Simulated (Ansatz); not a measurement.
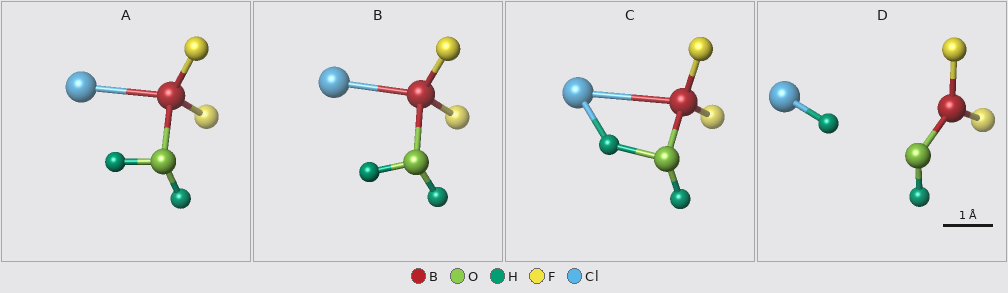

4 geometries from a converged minimum-energy path of BH$_{2}$OClF$_{2}$, shuffled. The picture is a ball-and-stick view, seen face on.

Method: RKS PBE-D4/def2-SVP (Ansatz 0.2.0). Run with 7 movable images; climbing image; force threshold 0.03 eV/Å; iteration limit 60; starting path through a guess of the saddle point.

### One of them is the converged climbing image. Which?

C. In order along the path, whose images run from 0 to 8: D (image 0, 0.0 kcal/mol), C (image 5, +14.3 kcal/mol), A (image 7, +3.8 kcal/mol), B (image 8, +2.5 kcal/mol). Breaking: Cl–H (1.31 → 2.42 Å). Forming: B–Cl (3.48 → 1.85 Å), H–O (1.99 → 0.98 Å).

The run took 85 s on 2 threads of Arm Neoverse V2, on a shared host, peak memory 0.11 GiB.
